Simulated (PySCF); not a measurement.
# AlHSCl (SMILES [SH][Al][Cl]): UMP2/STO-3G

What is the energy change on altering one bond length of AlHSCl at UMP2/STO-3G? 

The results are computed with PySCF 2.14.0.

8 further runs of the same task are left out: 8 set aside as unsound or not needed.

## (1) The system as given

AlHSCl has 4 atoms, charge 0, and is taken as a doublet. As SMILES, `[SH][Al][Cl]`. The coordinates come from a PBE0-D4/def2-TZVP relaxation.

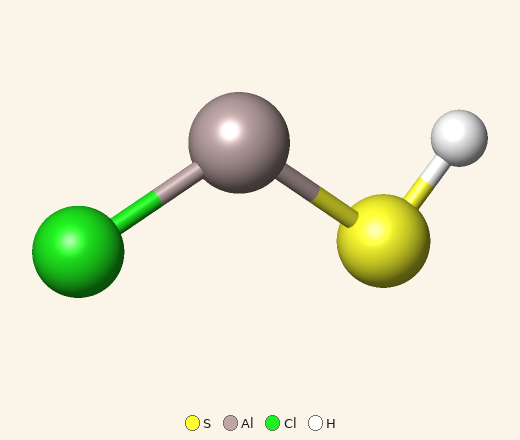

Viewed from a chosen angle; sulfur yellow, aluminium light grey, chlorine green, hydrogen white.

## (2) A single-point energy at UMP2/STO-3G

The input, job.py:

```python
from pyscf import gto, mp

molecule = gto.Mole()
molecule.atom = [
    ('S', (0.439800, 0.984900, -0.744700)),
    ('Al', (-0.394100, -0.525900, 0.609100)),
    ('Cl', (0.226200, -2.507400, 0.251000)),
    ('H', (-0.216400, 1.988100, -0.135600)),
]
molecule.verbose = 3
molecule.basis = 'sto-3g'
molecule.max_memory = 1860
molecule.spin = 1
molecule.build()

mf = molecule.UHF()
mf.conv_tol = 1e-10
mf.kernel()
if not mf.converged:
    mf = mf.newton().run(mf.mo_coeff, mf.mo_occ)

pt = mp.MP2(mf, frozen=15).run()
e_final = pt.e_tot
print('E = %.10f Eh' % e_final)
```

Run with:

```console
$ OMP_NUM_THREADS=1 python job.py
```

The program printed:

```text
converged SCF energy = -1087.43215909881  <S^2> = 0.75874669  2S+1 = 2.0087276
E(UMP2) = -1087.47362761143  E_corr = -0.0414685126166943
E(SCS-UMP2) = -1087.47751802155  E_corr = -0.045358922745618
E = -1087.4736276114 Eh
```

Run time: 0.72 s. Hardware: 1 thread of Arm Neoverse V2, shared host; peak memory 0.12 GiB.

## (3) The distorted shape

The input, calc.py:

```python
from pyscf import gto, mp

molecule = gto.M(
    atom='''
S      3.667609     7.000171    -6.012224
Al    -0.744741    -0.993807     1.151032
Cl     0.427456    -4.738299     0.474321
H      2.427571     8.895944    -4.861192
''',
    max_memory=1860,
    verbose=3,
    basis='sto-3g',
    unit='bohr',
    spin=1,
)

hf = molecule.UHF()
hf.conv_tol = 1e-10
hf.kernel()
if not hf.converged:
    hf = hf.newton().run(hf.mo_coeff, hf.mo_occ)

pt = mp.MP2(hf, frozen=15).run()
e_final = pt.e_tot
print('Final energy', e_final)
```

Run with:

```console
$ OMP_NUM_THREADS=1 python calc.py
```

The program printed:

```text
WARN: HOMO 0.0532403839707783 >= LUMO 0.0532403957118598

converged SCF energy = -1087.36626167245  <S^2> = 0.75286944  2S+1 = 2.0028674
E(UMP2) = -1087.40496425445  E_corr = -0.0387025819962375
E(SCS-UMP2) = -1087.41114210621  E_corr = -0.044880433760452
Final energy -1087.4049642544473
```

Run time: 0.64 s. Hardware: 1 thread of Arm Neoverse V2, shared host; peak memory 0.12 GiB.

## (4) Results

At UMP2/STO-3G, 15 core orbitals frozen:

| quantity | value |
| --- | --- |
| first shape: total energy | -1087.47363 Eh |
| first shape: dipole moment (Hartree–Fock density) | 4.57 D |
| first shape: HOMO energy (Hartree–Fock orbitals) (highest over α and β) | -5.83 eV |
| first shape: LUMO energy (Hartree–Fock orbitals) (lowest over α and β) | 5.13 eV |
| first shape: correlation energy (15 core orbitals frozen) | -41.5 mEh |
| first shape: ⟨S²⟩ of the reference determinant | 0.759 |
| distorted shape: total energy | -1087.40496 Eh |
| distorted shape: dipole moment (Hartree–Fock density) | 4.78 D |
| distorted shape: HOMO energy (Hartree–Fock orbitals) (highest over α and β) | -5.87 eV |
| distorted shape: LUMO energy (Hartree–Fock orbitals) (lowest over α and β) | 5.81 eV |
| distorted shape: correlation energy (15 core orbitals frozen) | -38.7 mEh |
| distorted shape: ⟨S²⟩ of the reference determinant | 0.753 |
| energy change with the S1–Al2 bond stretched from 2.193 to 6.141 Å | 1.868 eV |

**Reading.** With the S1–Al2 bond stretched from 2.193 to 6.141 Å the energy rises by 1.87 eV (180 kJ/mol). The first shape isn't relaxed at this level, so the change isn't measured from a minimum. The minimal basis adds a large error of its own.
